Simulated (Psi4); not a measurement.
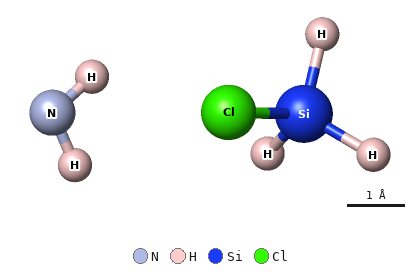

*The input geometry (ball-and-stick view, seen at a tilt).*

Bond lengths as drawn: Cl–Si 2.05 Å, H–N 1.03 Å and H–Si 1.48 Å.

# Interaction calculation of SiNH5Cl (charge −1) (part 1 of 2)

The run: interaction calculation of SiNH5Cl, charge −1, SMILES [NH2-].[SiH3]Cl. Method and program: B3LYP/aug-cc-pVTZ, RKS (Psi4 1.11).

Input file (calc.inp):
```
memory 1600 mb

molecule {
  -1 1
  N      0.342200    -0.203000     0.168700
  H      0.125500     0.801200     0.156000
  H     -0.467700    -0.598200    -0.324700
  --
  0 1
  Si    -2.262580     2.815470    -2.174100
  Cl    -0.586450     1.629200    -2.156190
  H     -3.286840     2.195650    -1.302610
  H     -2.757750     2.909220    -3.566420
  H     -1.895150     4.156710    -1.665490
  symmetry c1
  no_reorient
  no_com
}


e = energy("b3lyp/aug-cc-pVTZ", bsse_type='cp')
print_variables()
```

Machine: 1 thread of INTEL XEON PLATINUM @ 2.10GHz (Emerald Rapids), 24 GiB of memory available, shared host.

Launched with:
```bash
psi4 calc.inp calc.out -n 1
```

The program's output:
```
Psi4 1.11 release

  //>>>>>>>>>>>>>>>>>>>>>>>>>>>>>>>>>>>//
  //   ManyBody Setup: N-Body Levels 2 //
  //<<<<<<<<<<<<<<<<<<<<<<<<<<<<<<<<<<<//

    Model chemistry "(auto)" (§A):          3
        Number of 1-body computations:      2 (nocp: 0, cp: 2, vmfc_compute: 0)
        Number of 2-body computations:      1 (nocp: 0, cp: 1, vmfc_compute: 0)

    -----------------------------------------------------------------------
                               Psi4 1.11 release

    h
    h
    h

    -----------------------------------------------------------------------

    Memory:     1.5 GiB
    Threads:    1
                ecpint, einsums, f̶o̶r̶t̶e̶, gauxc, gcp, g̶d̶m̶a̶, geometric, g̶p̶u̶_̶d̶f̶c̶c̶,
                i̶n̶t̶e̶g̶r̶a̶t̶o̶r̶x̶x̶, i̶p̶i̶, libefp, m̶d̶i̶, m̶p̶2̶d̶, m̶r̶c̶c̶, ooo,
                o̶p̶e̶n̶f̶e̶r̶m̶i̶o̶n̶p̶s̶i̶4̶, pcmsolver, p̶s̶i̶4̶f̶o̶c̶k̶c̶i̶, p̶s̶i̶x̶a̶s̶,
                p̶y̶e̶i̶n̶s̶u̶m̶s̶, r̶e̶s̶p̶, s̶i̶m̶i̶n̶t̶, s̶n̶s̶m̶p̶2̶,
                v̶2̶r̶d̶m̶_̶c̶a̶s̶s̶c̶f̶

   => Loading Basis Set <=

    Name: AUG-CC-PVTZ
    Role: ORBITAL
    Keyword: BASIS

         ---------------------------------------------------------
                                   SCF
                              RKS Reference
                        1 Threads,   1525 MiB Core
         ---------------------------------------------------------

  ==> Geometry <==

    Molecular point group: c1
    Full point group: C1

    Geometry (in Bohr), charge = 0, multiplicity = 1:

       Center              X                  Y                   Z               Mass
    ------------   -----------------  -----------------  -----------------  -----------------
      Gh(N)           0.646664280132    -0.383614403468     0.318796797365    14.003074004430
      Gh(H)           0.237160628745     1.514048571717     0.294797275571     1.007825032230
      Gh(H)          -0.883824908877    -1.130434168249    -0.613594072936     1.007825032230
         SI          -4.275656536938     5.320467214443    -4.108453569358    27.976926534650
         CL          -1.108229886275     3.078741803596    -4.074608574451    34.968852682000
         H           -6.211227418200     4.149177167361    -2.461576148283     1.007825032230
         H           -5.211392222481     5.497629038704    -6.739557048355     1.007825032230
         H           -3.581314466661     7.855043482952    -3.147319964689     1.007825032230

  Running in c1 symmetry.

  Rotational constants: A =      0.41957  B =      0.02099  C =      0.02020 [cm^-1]
  Rotational constants: A =  12578.42262  B =    629.29210  C =    605.52946 [MHz]
  Nuclear repulsion =   86.337242036502815

  Charge       = 0
  Multiplicity = 1
  Electrons    = 34
  Nalpha       = 17
  Nbeta        = 17

  ==> Algorithm <==

  SCF Algorithm Type is DF.
  DIIS enabled.
  MOM disabled.
  Fractional occupation disabled.
  Guess Type is SAD.
  Energy threshold   = 1.00e-06
  Density threshold  = 1.00e-06
  Integral threshold = 1.00e-12

  ==> Primary Basis <==

  Basis Set: AUG-CC-PVTZ
    Blend: AUG-CC-PVTZ
    Number of shells: 91
    Number of basis functions: 261
    Number of Cartesian functions: 298
    Spherical Harmonics?: true
    Max angular momentum: 3

  ==> DFT Potential <==

   => LibXC <=

    Version 7.1.2

   => Composite Functional: B3LYP <=

    B3LYP Hyb-GGA Exchange-Correlation Functional

    Deriv               =              1
    GGA                 =           TRUE
    Meta                =          FALSE

    Exchange Hybrid     =           TRUE
    MP2 Hybrid          =          FALSE

   => Exchange Functionals <=

    0.0800   Slater exchange
    0.7200         Becke 88

   => Exact (HF) Exchange <=

    0.2000               HF

   => Correlation Functionals <=

    0.1900   Vosko, Wilk & Nusair (VWN5_RPA)
    0.8100   Lee, Yang & Parr

   => LibXC Density Thresholds  <==

    XC_HYB_GGA_XC_B3LYP:  1.00E-15

   => Molecular Quadrature <=

    Radial Scheme          =       TREUTLER
    Pruning Scheme         =           NONE
    Nuclear Scheme         =       TREUTLER

    Blocking Scheme        =         OCTREE
    BS radius alpha        =              1
    Pruning alpha          =              1
    Radial Points          =             75
    Spherical Points       =            302
    Total Points           =         175907
    Total Blocks           =           1371
    Max Points             =            256
    Max Functions          =            253
    Weights Tolerance      =       1.00E-15

   => Loading Basis Set <=

    Name: (AUG-CC-PVTZ AUX)
    Role: JKFIT
    Keyword: DF_BASIS_SCF

  ==> Integral Setup <==

  DFHelper Memory: AOs need 0.324 GiB; user supplied 0.324 GiB.
  SCF_SUBTYPE=INCORE selected. In-core MEM_DF algorithm will be used.
  Using in-core AOs.

  ==> MemDFJK: Density-Fitted J/K Matrices <==

    J tasked:                   Yes
    K tasked:                   Yes
    wK tasked:                   No
    Memory [MiB]:               331
    Algorithm:                 Core
    Schwarz Cutoff:           1E-12
    Mask sparsity (%):       3.4057
    Fitting Condition:        1E-10

   => Auxiliary Basis Set <=

  Basis Set: (AUG-CC-PVTZ AUX)
    Blend: AUG-CC-PVTZ-JKFIT
    Number of shells: 184
    Number of basis functions: 626
    Number of Cartesian functions: 766
    Spherical Harmonics?: true
    Max angular momentum: 4

  Cached 50.0% of DFT collocation blocks in 0.516 [GiB].

  Minimum eigenvalue in the overlap matrix is 3.4670176854E-05.
  Reciprocal condition number of the overlap matrix is 3.5646165471E-06.
    Using symmetric orthogonalization.

  ==> Pre-Iterations <==

  SCF Guess: Superposition of Atomic Densities via on-the-fly atomic UHF (no occupation information).

   -------------------------
    Irrep   Nso     Nmo
   -------------------------
     A        261     261
   -------------------------
    Total     261     261
   -------------------------

  ==> Iterations <==

                           Total Energy        Delta E     RMS |[F,P]|

   @DF-RKS iter SAD:  -751.30467239508266   -7.51305e+02   0.00000e+00
   @DF-RKS iter   1:  -751.55122809467900   -2.46556e-01   1.34085e-03 ADIIS/DIIS
   @DF-RKS iter   2:  -751.57462085833163   -2.33928e-02   9.97441e-04 ADIIS/DIIS
   @DF-RKS iter   3:  -751.60566047641817   -3.10396e-02   1.37976e-04 ADIIS/DIIS
   @DF-RKS iter   4:  -751.60639519464189   -7.34718e-04   2.57339e-05 DIIS
   @DF-RKS iter   5:  -751.60641613569089   -2.09410e-05   1.03115e-05 DIIS
   @DF-RKS iter   6:  -751.60642028828340   -4.15259e-06   1.30341e-06 DIIS
   @DF-RKS iter   7:  -751.60642033506929   -4.67859e-08   1.58406e-07 DIIS
  Energy and wave function converged.

  ==> Post-Iterations <==

   Electrons on quadrature grid:
      Ntotal   =   33.9999935225 ; deviation = -6.477e-06

    Orbital Energies [Eh]
    ---------------------

    Doubly Occupied:

       1A   -101.558320     2A    -66.175789     3A     -9.464504
       4A     -7.225034     5A     -7.219849     6A     -7.219840
       7A     -5.319208     8A     -3.679753     9A     -3.676395
      10A     -3.676391    11A     -0.834537    12A     -0.554873
      13A     -0.398673    14A     -0.389910    15A     -0.389899
      16A     -0.323662    17A     -0.323647

    Virtual:

      18A     -0.024271    19A     -0.011672    20A      0.017259
      21A      0.017722    22A      0.019783    23A      0.021868
      24A      0.029231    25A      0.046353    26A      0.050982
      27A      0.054683    28A      0.071131    29A      0.078407
      30A      0.080787    31A      0.089382    32A      0.092417
      33A      0.101439    34A      0.105409    35A      0.112691
      36A      0.124324    37A      0.141326    38A      0.146418
      39A      0.150481    40A      0.170177    41A      0.172439
      42A      0.175900    43A      0.183377    44A      0.184783
      45A      0.213668    46A      0.223661    47A      0.226569
      48A      0.234038    49A      0.244429    50A      0.249983
      51A      0.258722    52A      0.261885    53A      0.273636
      54A      0.286490    55A      0.295405    56A      0.308582
      57A      0.322270    58A      0.330898    59A      0.336956
      60A      0.340929    61A      0.344092    62A      0.364485
      63A      0.380061    64A      0.396977    65A      0.412677
      66A      0.421260    67A      0.426403    68A      0.433054
      69A      0.464205    70A      0.483690    71A      0.487732
      72A      0.494509    73A      0.499642    74A      0.512151
      75A      0.518749    76A      0.525390    77A      0.534156
      78A      0.543659    79A      0.548129    80A      0.568474
      81A      0.576921    82A      0.589420    83A      0.599702
      84A      0.603038    85A      0.621697    86A      0.625739
      87A      0.649801    88A      0.672285    89A      0.679147
      90A      0.687836    91A      0.722320    92A      0.743410
      93A      0.755717    94A      0.771880    95A      0.781801
      96A      0.794048    97A      0.799968    98A      0.813650
      99A      0.815791   100A      0.841120   101A      0.847463
     102A      0.868348   103A      0.876478   104A      0.894120
     105A      0.911241   106A      0.914940   107A      0.934429
     108A      0.957009   109A      0.969053   110A      0.978755
     111A      0.984466   112A      1.000364   113A      1.008286
     114A      1.017145   115A      1.025867   116A      1.033035
     117A      1.062681   118A      1.070708   119A      1.078293
     120A      1.096944   121A      1.134601   122A      1.140289
     123A      1.145802   124A      1.149117   125A      1.164202
     126A      1.172828   127A      1.185125   128A      1.191204
     129A      1.207455   130A      1.227585   131A      1.236635
     132A      1.245419   133A      1.259309   134A      1.265755
     135A      1.284160   136A      1.290320   137A      1.303149
     138A      1.324233   139A      1.337860   140A      1.347182
     141A      1.391165   142A      1.419394   143A      1.436544
     144A      1.461269   145A      1.496747   146A      1.525169
     147A      1.554921   148A      1.568569   149A      1.595810
     150A      1.626175   151A      1.648222   152A      1.661896
     153A      1.695563   154A      1.719539   155A      1.729884
     156A      1.775027   157A      1.779962   158A      1.786966
     159A      1.802695   160A      1.818732   161A      1.823096
     162A      1.866588   163A      1.885234   164A      1.886833
     165A      1.934442   166A      1.952268   167A      1.957104
     168A      1.961586   169A      1.976859   170A      2.132486
     171A      2.167923   172A      2.241528   173A      2.288919
     174A      2.301996   175A      2.381144   176A      2.472485
     177A      2.519912   178A      2.524071   179A      2.575521
     180A      2.636056   181A      2.649372   182A      2.675684
     183A      2.682207   184A      2.693389   185A      2.700430
     186A      2.739448   187A      2.827564   188A      2.852075
     189A      2.868524   190A      2.887224   191A      2.950347
     192A      2.985621   193A      3.016075   194A      3.063557
     195A      3.092731   196A      3.135040   197A      3.179816
     198A      3.251270   199A      3.278095   200A      3.510940
     201A      3.671302   202A      3.683658   203A      3.688238
     204A      3.756930   205A      3.799476   206A      3.801990
     207A      3.817037   208A      3.818830   209A      3.880257
     210A      3.957179   211A      3.957343   212A      3.990061
     213A      4.067599   214A      4.107486   215A      4.161921
     216A      4.169392   217A      4.224176   218A      4.296731
     219A      4.302408   220A      4.329455   221A      4.333040
     222A      4.362567   223A      4.374783   224A      4.423554
     225A      4.426974   226A      4.515237   227A      4.543958
     228A      4.575880   229A      4.725700   230A      4.767681
     231A      4.777328   232A      4.801047   233A      4.842250
     234A      4.849863   235A      4.932285   236A      5.072489
     237A      5.097557   238A      5.271393   239A      5.383506
     240A      5.421313   241A      5.780946   242A      5.840058
     243A      5.959509   244A      6.268858   245A      6.322374
     246A      6.528340   247A      6.559993   248A      6.566284
     249A      7.187434   250A      7.263230   251A      7.286761
     252A      7.408593   253A      7.467049   254A      7.543295
     255A      7.691696   256A      9.039169   257A      9.079952
     258A      9.663021   259A     10.855272   260A     11.366088
     261A     54.264735

    Final Occupation by Irrep:
              A
    DOCC [    17 ]
    NA   [    17 ]
    NB   [    17 ]

  @DF-RKS Final Energy:  -751.60642033506929

   => Energetics <=

    Nuclear Repulsion Energy =             86.3372420365028148
    One-Electron Energy =               -1210.1890912570938781
    Two-Electron Energy =                 412.7749700850991985
    DFT Exchange-Correlation Energy =     -40.5295411995774728
    Empirical Dispersion Energy =           0.0000000000000000
    VV10 Nonlocal Energy =                  0.0000000000000000
    Total Energy =                       -751.6064203350692878

Computation Completed

Properties will be evaluated at   0.000000,   0.000000,   0.000000 [a0]

Properties computed using the SCF density matrix

 Multipole Moments:

 ------------------------------------------------------------------------------------
     Multipole            Electronic (a.u.)      Nuclear  (a.u.)        Total (a.u.)
 ------------------------------------------------------------------------------------

 L = 1.  Multiply by 2.5417464519 to convert [e a0] to [Debye]
 Dipole X            :         93.2801910          -93.7030337           -0.4228427
 Dipole Y            :       -144.0279817          144.3270014            0.2990196
 Dipole Z            :        139.1311534         -139.1351489           -0.0039955
 Magnitude           :                                                    0.5179041

 ------------------------------------------------------------------------------------

	total time  =         17 seconds =       0.28 minutes

    Psi4 run time: 0:00:17.22

    -----------------------------------------------------------------------
                               Psi4 1.11 release

    h
    h
    h

    -----------------------------------------------------------------------
```
